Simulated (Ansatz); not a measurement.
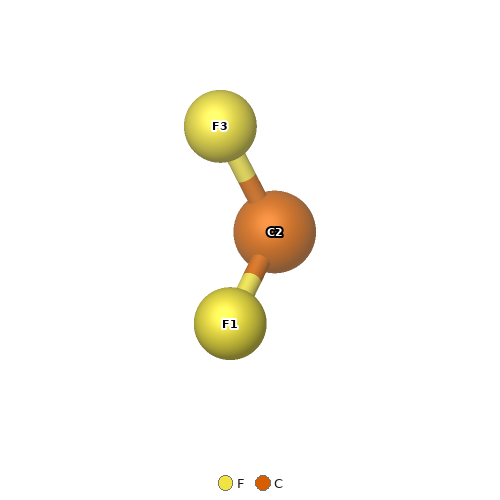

The system is CF₂ (SMILES F[C]F) with the probe Br-; the picture shows it without the atoms that are moved over the map. 
- The probe is moved over the plane through the molecule's long axis and the normal of its main plane.
- Coordinates scanned: (1) x of the probe's Br atom; (2) z of the probe's Br atom.
- Nothing is relaxed (molecule and probe rigid).
- Grid: 21 × 17 points; 77 points were computed and 211 follow by symmetry. At 69 points there is no value (left out of the scan, as a rule where atoms come close).
- Points are written as (first, second).
- Energies: kJ/mol, counted from the lowest grid point.
- These are results of RHF/def2-SVPD in Ansatz 0.2.0, not measurements.

Range: x of the probe's Br atom from −4.20 to 4.20 Å; z of the probe's Br atom from −3.36 to 3.36 Å.

**Predict the map.**

The lowest grid point is at (0.00 Å, −3.36 Å) [nearest 1 C at 3.40 Å]. On the interpolated surface the minimum lies inside the range, at about (−0.06 Å, 3.27 Å). The highest grid point, (−1.68 Å, −1.26 Å) [nearest 1 F at 1.45 Å], lies 1552 kJ/mol above the lowest.

```tsv
z of the probe's Br atom ↓, x of the probe's Br atom →	−4.20	−3.36	−2.52	−1.68	−0.84	0.00	0.84	1.68	2.52	3.36	4.20
3.36	13	11	9	6	3	0	3	6	9	11	13
2.52	13	14	26	58	74	63	74	58	26	14	13
1.68	15	33	167	638	873	707	873	638	167	33	15
0.84	20	88	761	–	–	–	–	–	761	88	20
0.00	23	131	1316	–	–	–	–	–	1316	131	23
−0.84	20	88	761	–	–	–	–	–	761	88	20
−1.68	15	33	167	638	873	707	873	638	167	33	15
−2.52	13	14	26	58	74	63	74	58	26	14	13
−3.36	13	11	9	6	3	0	3	6	9	11	13
```

The table holds every second grid line.

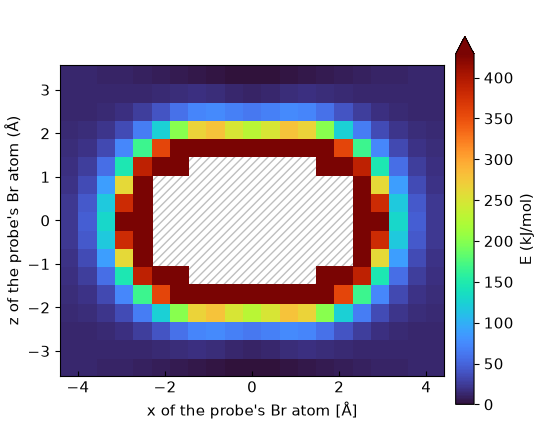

Drawn: one coloured cell a grid point, one colour for all values above the top of the scale, hatched blanks where no value was computed.

Each point was launched as `ansatz run input.yaml --threads 1 --pin off --max-ram 2560MiB --backend cpu --events-out ev --progress --plain --runs-dir out`. The whole map (77 points run) took 3.9 min on 1 thread of Intel(R) Xeon(R) Platinum 8259CL CPU @ 2.50GHz (Skylake/Cascade Lake), with other jobs on the host.
